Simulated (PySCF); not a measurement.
Consider C6H10N2OSi (SMILES C=C([SiH2]N)C(=O)CCC#N).

```xyz
20

C    -0.5165   -1.8130   -1.0328
C    -0.8406   -0.6551   -0.4708
Si   -2.6371   -0.1941   -0.0536
N    -2.5478    1.3333    0.7239
C     0.1725    0.3798   -0.2346
O     0.0594    1.5137   -0.6496
C     1.3534   -0.0307    0.6347
C     2.6420    0.6544    0.1615
C     3.0868    0.0546   -1.0702
N     3.4181   -0.4541   -2.0387
H    -1.2644   -2.5589   -1.2450
H     0.4890   -2.0472   -1.3530
H    -3.4233   -0.2902   -1.2925
H    -3.1344   -1.1333    0.9543
H    -1.9287    2.0238    0.3246
H    -3.3943    1.7735    1.0452
H     1.1203    0.2964    1.6521
H     1.4623   -1.1157    0.6426
H     3.4359    0.5583    0.9065
H     2.4425    1.7152   -0.0173
```

Geometry: GFN2-xTB.

All numbers below come from PySCF 2.14.0, PBE0/pcSseg-1, SCF density, gas phase, non-relativistic.

Q: What can the converged electron density and electron localisation function tell about the bonding?

A: C–C (1.33 Å): ρ is about 2.3 e/Å³ halfway; the ELF peaks at about 0.90 between the atoms (a multiple bond).
Si–N (1.72 Å): ρ is about 1.1 e/Å³ halfway; the ELF peaks at about 0.90 between the atoms, as expected for a shared but strongly polarised pair.
C–Si (1.90 Å): ρ at the midpoint is about 0.91 e/Å³; the ELF peaks at about 0.95 between the atoms; a shared electron pair.
N–H (1.01 Å): ρ at the midpoint is about 2.8 e/Å³; the ELF climbs to about 1 towards the hydrogen, as it does in any bond to H; an ordinary covalent bond to hydrogen.

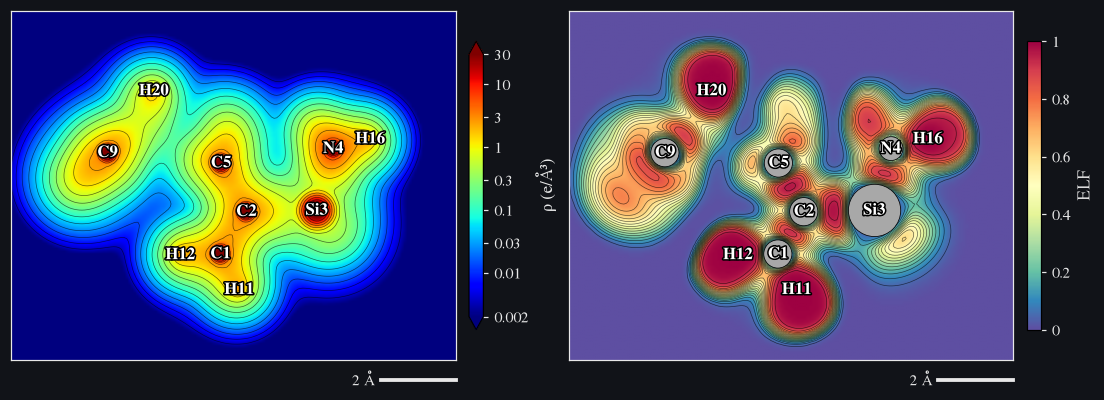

Computed electron density and electron localisation function on the plane of atoms C2, C1 and H12, in this order. Grey discs cover the atomic cores in the ELF map. 
